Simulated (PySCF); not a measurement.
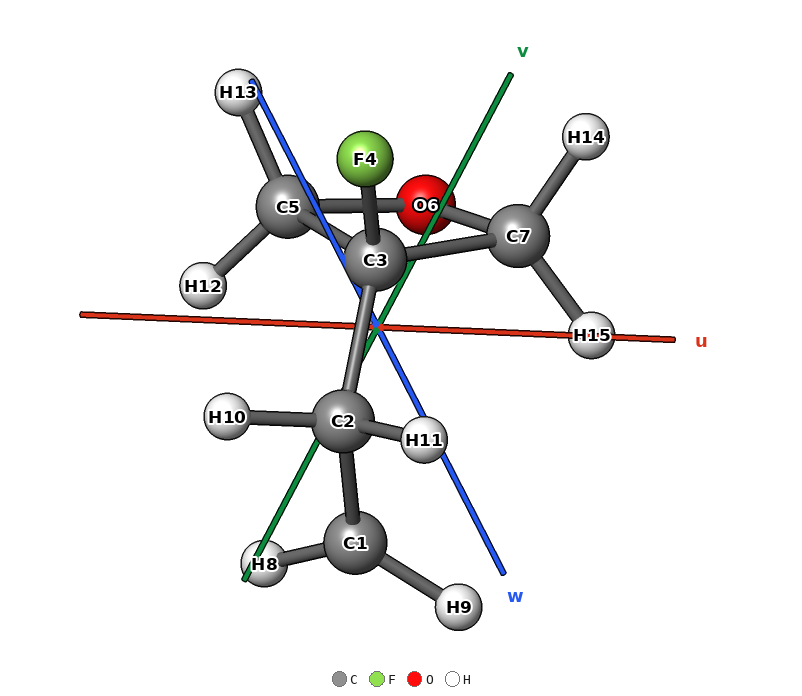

The lines u, v and w are the principal axes of the g tensor. State: neutral, doublet. The computed structure is the end point of a GFN2-xTB optimisation. No frequency run is at hand to confirm it as a minimum. Level of theory: UKS B3LYP, pcH-1 on C F H O, non-relativistic, mean-field spin-orbit, GIAO (PySCF 2.14.0).

Along which axis does g lie farthest from the free-electron value?

Answer. Along u: the shift is 667 ppm.

Give the principal values and shifts.

```tsv
axis	g	shift (ppm)
u	2.00299	667
v	2.00222	−99
w	2.00286	545
```
